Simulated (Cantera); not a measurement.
Feed: 1 mol SiF₄, 0.14 mol CH₄, 12 mol H₂, at 0.100 bar.

Cantera equilibrium calculation (NASA polynomials, part measured and part estimated; ideal gas, pure solids and liquids). Candidate condensed phases: C, C₆H₆, C₇H₈, C₈H₁₈, Si, SiC; 113 gas species. The tables' values for SiF₃, SiF₂ are old estimates; treat these amounts as uncertain. Equilibrium is a limit: real reactors are often held back by kinetics, nucleation or transport.

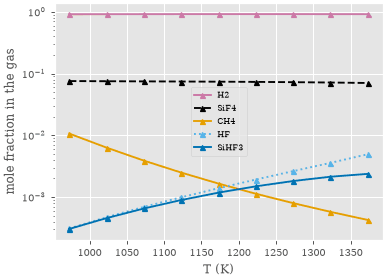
Fig. 1. Equilibrium gas composition (values under 1e-9 drawn at 1e-9)

Question: Read off the mole fractions at 1073 K.

Answer: H₂ about 0.92, SiF₄ about 0.075, CH₄ about 0.0039, HF about 0.00069, SiHF₃ about 0.00065.
